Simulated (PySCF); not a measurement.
C3H6BF, SMILES C(BF)C=C, B3LYP/def2-SVP optimised geometry. Atoms within 1.6 Å of the plane z = 0.0 Å (x, y, z in Å): B1 (0.34, -0.81, 0.00), C2 (-0.53, 0.50, 0.00), C3 (0.09, 1.67, -0.71), H5 (-0.63, 0.74, 1.08), H6 (-1.55, 0.29, -0.36), H7 (1.07, 1.99, -0.34), F10 (-0.25, -1.99, 0.05), H11 (1.55, -0.81, 0.00).

Level of theory: B3LYP/def2-TZVP (PySCF). Cells within 0.4 Å of a nucleus heavier than hydrogen are left out (blank, or x).

Map of the LUMO amplitude (bohr^(-3/2)) on the plane z = 0.0 Å; orbital energy -0.90 eV, overall sign arbitrary:

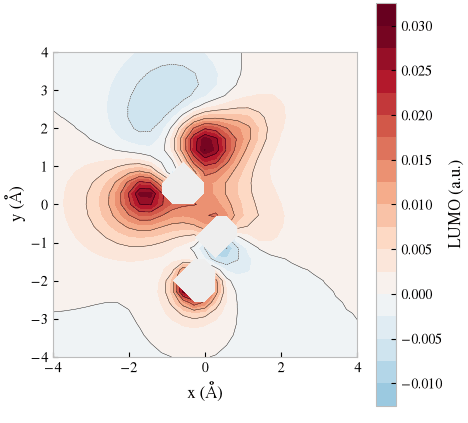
Figure: LUMO amplitude (bohr^(-3/2)) on the plane z = 0.0 Å.
